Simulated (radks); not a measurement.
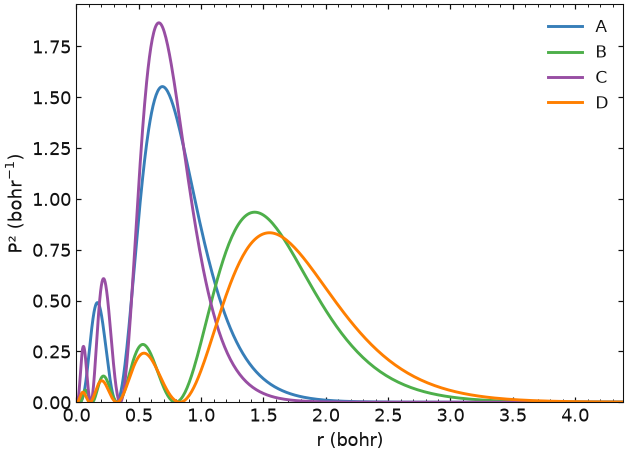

Fig. 1: The radial probability densities P² (large components) of 5p1/2, 4d3/2, 4p3/2 and 5s. A is 4d3/2; B is 5s; C is 4p3/2; D is 5p1/2. 4p3/2: outer maximum at 0.661 bohr, ⟨r⟩ = 0.723 bohr, 2 nodes, eigenvalue −230.0 eV; 4d3/2: outer maximum at 0.689 bohr, ⟨r⟩ = 0.790 bohr, 1 node, eigenvalue −145.1 eV; 5s: outer maximum at 1.43 bohr, ⟨r⟩ = 1.54 bohr, 4 nodes, eigenvalue −83.3 eV; 5p1/2: outer maximum at 1.55 bohr, ⟨r⟩ = 1.69 bohr, 3 nodes, eigenvalue −68.3 eV. The innermost lobes are too small to be seen at this scale.

**Ba⁵⁺: atomic calculation**

Ba⁵⁺ (Z = 56, 51 electrons) in the configuration [Kr] 4d10 5s2 5p3 (5p1/2: 2, 5p3/2: 1). Computed at this level: Dirac Kohn-Sham, LDA (Slater exchange, Perdew-Wang correlation), spin-unpolarised, spherical densities, finite nucleus (the in-house radial solver radks).

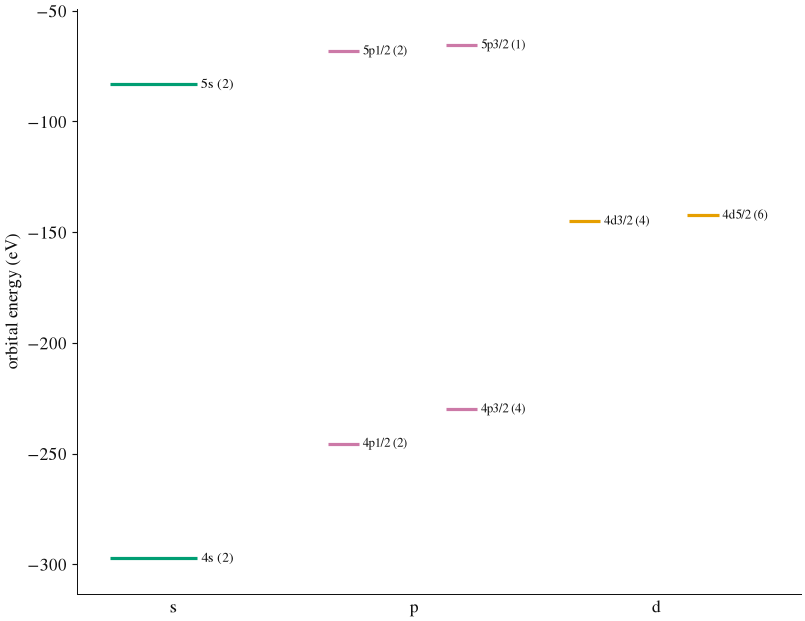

Fig. 2: The outer levels are drawn by angular momentum (occupations in brackets, the lower j at the left of each column). The highest occupied level is 5p3/2 at −65.6 eV. The highest 7 occupied levels, from the top down, are 5p3/2 (−65.6 eV), 5p1/2 (−68.3 eV), 5s (−83.3 eV), 4d5/2 (−142.5 eV), 4d3/2 (−145.1 eV), 4p3/2 (−230.0 eV), 4p1/2 (−245.6 eV). Spin-orbit splittings: 5p 2.73 eV, 4d 2.66 eV, 4p 15.5 eV.

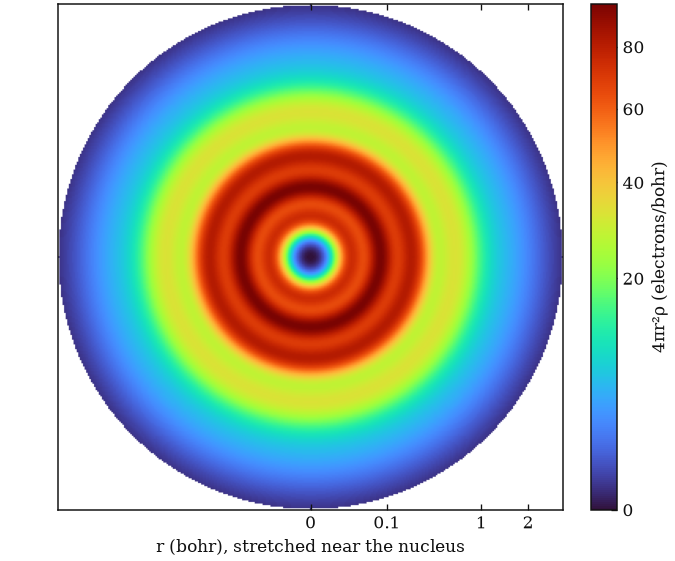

Fig. 3: The radial density 4πr²ρ as a disc about the nucleus, with the radius drawn as r to the power 0.35. There are 4 maxima, at r = 0.0180, 0.0793, 0.224 and 0.629 bohr, parted by minima at 0.0348, 0.148 and 0.464 bohr, inside which lie 2.0, 11.2 and 29.0 electrons. The configuration has 5 principal shells, so not every shell has a maximum of its own.

These pictures come from the run below.

## Input
```
Z 56
configuration [Kr] 4d10 5s2 5p3
relativity Dirac
functional lda,pw
spin unpolarised
j_filling energy
nucleus finite rms 4.8378 fm
c 137.035999084
```

Energies in input and log are in hartree, lengths in bohr (the nuclear radius in fm).

## Output
```
1s1/2   1   2.0000       -1368.64659927
2s1/2   1   2.0000        -218.00673814
2p1/2   1   2.0000        -205.58588099
2p3/2   1   4.0000        -191.57476047
3s1/2   1   2.0000         -47.59917866
3p1/2   1   2.0000         -42.37231273
3p3/2   1   4.0000         -39.66480004
3d3/2   1   4.0000         -30.45461391
3d5/2   1   6.0000         -29.87669753
4s1/2   1   2.0000         -10.92775843
4p1/2   1   2.0000          -9.02457243
4p3/2   1   4.0000          -8.45323726
4d3/2   1   4.0000          -5.33388190
4d5/2   1   6.0000          -5.23614969
5s1/2   1   2.0000          -3.06128984
5p1/2   1   2.0000          -2.50972855
5p3/2   1   1.0000          -2.40933324
Etot -8126.912694596397
Ekin 8673.247578297542
Encl -19668.590723819096
Eh 3058.550130630424
Exc -190.1196797052669
err 7.946815595999587e-10
it 14
```

## Results in brief

- outcome: converged
- total energy: −8126.9127 hartree
- kinetic energy: 8673.2476 hartree
- electron–nucleus energy: −19668.5907 hartree
- Hartree energy: 3058.5501 hartree
- exchange–correlation energy: −190.119680 hartree
- radius at density 0.001 e/bohr³: 3.21 bohr
- SCF iterations: 14
- hardware: 1 CPU thread, shared host
